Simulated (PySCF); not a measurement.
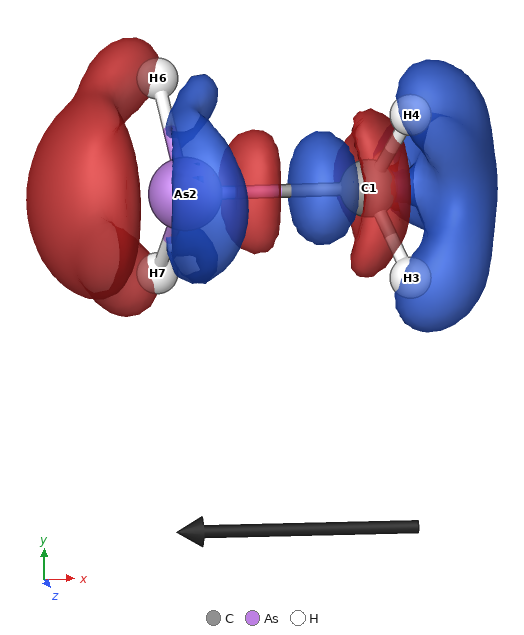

*CH$_{5}$As, SMILES `C[AsH2]`. Change of the electron density in a uniform field of 0.21 V/Å along −x (arrow), surfaces at ±0.002 e/Å³ (blue: gain, red: loss).*

Method: PBE/def2-TZVP; geometry: GFN2-xTB; program: PySCF. No frequency check shows the geometry to be a minimum. A basis without diffuse functions makes polarisabilities too small. GFN2-xTB bond lengths at metals and heavier atoms can be off by up to 0.1 Å and shapes distorted, which carries into these values.

The calculation's input:

```python
import numpy as np
from pyscf import gto, scf, dft
from pyscf.scf import atom_ks, atom_hf
from scipy.linalg import block_diag

def solve(mol, dm0=None, hcore=None):
    mf = (dft.UKS if mol.spin else dft.RKS)(mol, xc='pbe')
    mf.grids.level = 3
    mf = mf.density_fit(auxbasis='def2-universal-jkfit')
    mf.conv_tol, mf.max_cycle = 1e-8, 80
    if hcore is not None:
        mf.get_hcore = lambda *args: hcore
    mf.kernel(dm0)
    if not mf.converged:
        mf = mf.newton().run(mf.mo_coeff, mf.mo_occ, max_cycle=30)
    assert mf.converged, 'SCF not converged'
    return mf

mol = gto.M(atom='''
C      1.55068     0.00004    -0.01869
As    -0.42178    -0.00020     0.06517
H      1.93649    -0.88271     0.49133
H      1.93653     0.87924     0.49704
H      1.91795     0.00369    -1.04268
H     -0.58807     1.05707    -0.98867
H     -0.58812    -1.05080    -0.99549
''', basis='def2-tzvp', charge=0, spin=0, verbose=4)
field = np.array([0.004, 0.0, 0.0])  # atomic units
mol.set_common_orig(mol.atom_charges() @ mol.atom_coords() / mol.atom_charges().sum())
mf = solve(mol)
out = dict(dm0=mf.make_rdm1(), d0=mf.dip_moment(unit='AU'), e0=mf.e_tot)
for name, sign in (('p', 1), ('m', -1)):
    h = mf.get_hcore() + sign * np.einsum('x,xij->ij', field, mol.intor('int1e_r'))
    mi = solve(mol, mf.make_rdm1(), h)
    out.update({'dm' + name: mi.make_rdm1(), 'd' + name: mi.dip_moment(unit='AU'), 'e' + name: mi.e_tot})
# spherically averaged free atoms, for the promolecule
atm = atom_ks.get_atm_nrks(mol, xc='pbe')
pro = block_diag(*[(atm[a[0]][2] * atm[a[0]][3]) @ atm[a[0]][2].T for a in mol._atom])
np.savez('result.npz', pro=pro, **out)
```

Run with:

```sh
OMP_NUM_THREADS=1 python input.py
```

The run took 22 s on 1 thread of Arm Neoverse V2, with other jobs on the host, peak memory 0.41 GiB.

Partitions, critical points and surface values were worked out afterwards from this run's density.

The field was applied in both directions; the picture shows the one opposite to the script's first.

> What dipole is induced, and what polarisability does it imply?

The induced dipole is 0.52 D (along the field); α along this axis, from the fields in both directions, is 51 bohr³ (7.6 Å³).
